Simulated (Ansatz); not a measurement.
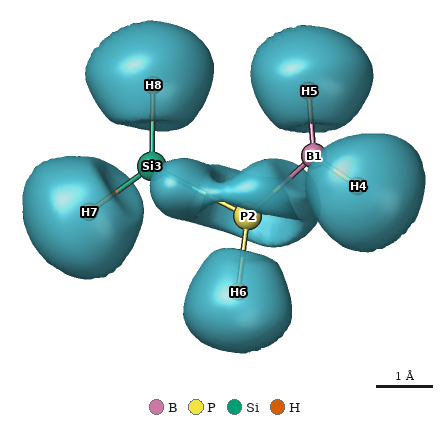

Figure 1: BH$_{5}$PSi (charge +1). Isosurface of the electron localisation function at 0.8 (cyan), seen at a tilt. Only the valence region is drawn (cores and ρ < 0.01 e/Å³ removed).

Geometry: PBE0-D3(BJ)/def2-SVP.

All numbers below come from Ansatz 0.2.0, isolated molecule in a Gaussian basis; Kohn-Sham density functional theory, functional PBE0.

The calculation's input:

```
crystal:
  periodic: [false, false, false]
  atoms:
    - {symbol: B, position_ang: [-0.803697, -0.088000, 0.127568]}
    - {symbol: P, position_ang: [-0.011316, -1.560790, 0.988902]}
    - {symbol: Si, position_ang: [1.776131, -1.240204, 2.048154]}
    - {symbol: H, position_ang: [-1.607727, -0.317439, -0.729981]}
    - {symbol: H, position_ang: [-0.461968, 0.990413, 0.525303]}
    - {symbol: H, position_ang: [-0.132596, -2.884036, 0.513953]}
    - {symbol: H, position_ang: [2.627929, -2.377369, 2.459356]}
    - {symbol: H, position_ang: [2.077682, 0.149089, 2.454764]}
basis:
  gaussian: {orbitals: def2-TZVPD}
total_charge: 1
hamiltonian: {xc: {name: PBE0}}
output: {forces: true, orbitals: {seedname: orbitals}}
```

Launched as:

```sh
ansatz run input.yaml --threads 1 --pin off --max-ram 2610MiB --events-out events.jsonl --progress --plain --runs-dir runs
```

> Identify the bonds, lone pairs and shells in this picture.

At this value the surface marks out five regions around hydrogen nuclei and one region on P in which the atom's valence shell and bonds are merged. Profiles from the grid: B–P (1.88 Å): the ELF peaks at about 0.95 between the atoms; a covalent bond. Si–P (2.10 Å): the ELF peaks at about 0.95 between the atoms: localised, covalent bonding.
